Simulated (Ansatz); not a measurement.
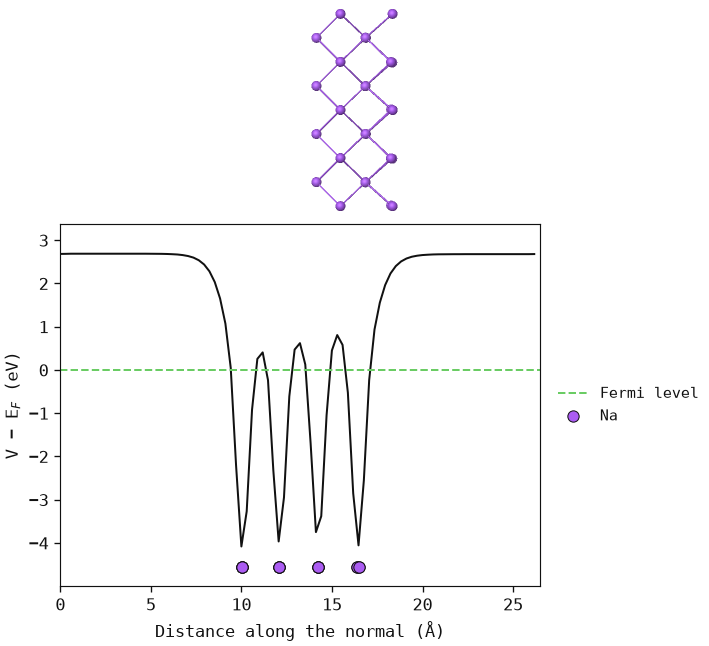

Plane-averaged electrostatic potential energy of an electron across the slab; circles at the bottom mark the heights of the atoms. The structure is drawn too. System: a (100) slab cut from Na (Im-3m), 16 atoms in the cell, the slab at its places in the relaxed adsorbed structure. Computed with Ansatz 0.2.0: DFT PBE+D3(BJ), scalar-relativistic, plane waves, PAW, no spin polarisation, 3×3×1 k mesh, 420 eV cutoff.

The work function is 2.68 eV, the same on both faces. The two vacuum levels agree, so the slab has no net dipole along its normal. The outermost atoms are 6.5 Å apart, which leaves 20.0 Å of vacuum in a cell 26.5 Å high.
